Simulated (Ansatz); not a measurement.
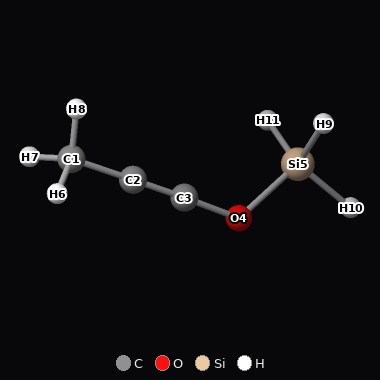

The system is C₃H₆OSi, SMILES CC#CO[SiH3]; the picture shows the reference structure. 
- First axis: angle C1–C2–C3 (carried through 180). Second axis: change of the bonds C2–C1, C2–C3, all alike.
- Nothing is relaxed (all other coordinates rigid).
- Grid: 9 × 9 points.
- Points are written as (first, second).
- Energies are in kcal/mol, from the relaxed molecule at the same level.
- Method: Ansatz 0.2.0, RKS r2SCAN-D4/def2-SVP.

Its coordinates:

```csv
atom,x (Å),y (Å),z (Å)
C,-1.6258,-1.3500,1.4407
C,-0.4625,-0.7587,0.7942
C,0.5130,-0.2692,0.2595
O,1.5794,0.2375,-0.2955
Si,1.4837,1.4199,-1.5171
H,-1.4346,-1.5470,2.5087
H,-1.9087,-2.3082,0.9739
H,-2.5023,-0.6835,1.3826
H,0.7884,2.6231,-0.9832
H,2.8957,1.7139,-1.8625
H,0.7390,0.8652,-2.6807
```

Range: angle C1–C2–C3 (carried through 180) from 140 to 220°; change of the bonds C2–C1, C2–C3, all alike from −0.147 to 0.227 Å.

### What landscape does the calculation give?

The lowest grid point is at (180°, −0.007 Å), 0.08 kcal/mol from the relaxed molecule at the same level. It is the only kind of minimum in the scanned range. The highest grid point, (220°, −0.147 Å), lies 67.0 kcal/mol above the lowest. Round the minimum the two coordinates are nearly uncoupled.

| second ↓, first → | 140 | 150 | 160 | 170 | 180 | 190 | 200 | 210 | 220 |
| --- | --- | --- | --- | --- | --- | --- | --- | --- | --- |
| 0.227 | 55.1 | 55.3 | 55.6 | 55.8 | 55.9 | 55.8 | 55.5 | 55.1 | 55.0 |
| 0.180 | 39.6 | 38.7 | 38.4 | 38.2 | 38.1 | 38.2 | 38.3 | 38.7 | 39.5 |
| 0.134 | 26.6 | 24.8 | 23.7 | 23.1 | 22.9 | 23.1 | 23.7 | 24.8 | 26.6 |
| 0.087 | 16.5 | 13.7 | 11.9 | 10.8 | 10.5 | 10.9 | 11.9 | 13.8 | 16.6 |
| 0.040 | 10.8 | 7.0 | 4.4 | 2.9 | 2.4 | 3.0 | 4.5 | 7.1 | 11.0 |
| −0.007 | 11.0 | 6.1 | 2.7 | 0.7 | 0.1 | 0.8 | 2.9 | 6.3 | 11.4 |
| −0.053 | 18.7 | 12.6 | 8.4 | 5.9 | 5.1 | 6.0 | 8.6 | 12.9 | 19.1 |
| −0.100 | 36.2 | 29.0 | 23.8 | 20.8 | 19.8 | 21.0 | 24.2 | 29.4 | 36.8 |
| −0.147 | 66.4 | 57.9 | 51.9 | 48.2 | 47.1 | 48.4 | 52.2 | 58.4 | 67.1 |

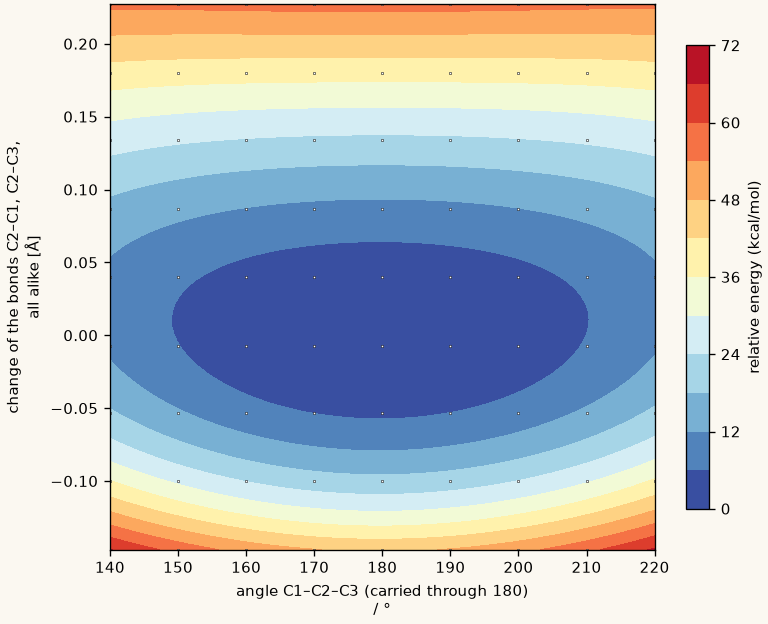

The picture shows filled contours, dots at the grid points. Between grid points the surface is interpolated.

Each point was launched as `ansatz run input.yaml --threads 1 --pin off --max-ram 2560MiB --backend cpu --events-out ev --progress --plain --runs-dir out`. Time for the 81 points that were run: 9.2 min on 1 thread of Arm Neoverse V2, on a shared host.
